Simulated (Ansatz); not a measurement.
Bands of a (5,0) gold nanotube, along its axis.

Levels: PBE (plane waves to 420 eV, PAW; Ansatz, an electronic-structure program); PBE with spin-orbit coupling in Ansatz. Unmarked values and the geometry are of the first. Mesh 1×1×14. No spin polarisation. Periodic along z alone, with about 11 Å of vacuum beside it. A hypothetical model, rolled from the flat sheet. Symmetry and one short period hold its shape; lower forms weren't sought. Values not marked SOC lack spin–orbit coupling.

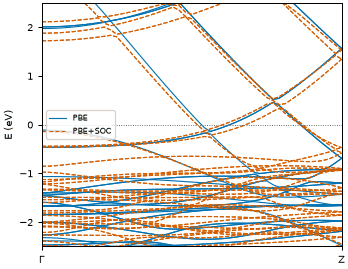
Figure: Bands from the zone centre to the zone edge (period 4.55 Å); the dotted line marks the highest filled level of each set

**Question.** Is it a metal or a semiconductor at this level? Give what the bands show.

**Answer.** A metal in PBE.
```
Property                                                                                                             Value
--------------------------------------------------------------------  ----------------------------------------------------
PBE gap                                                                                               none (under 0.01 eV)
crossings of the Fermi level between Γ and the zone edge (49 points)  5, each for both spins (ideal conductance 5 × 2e²/h)
```
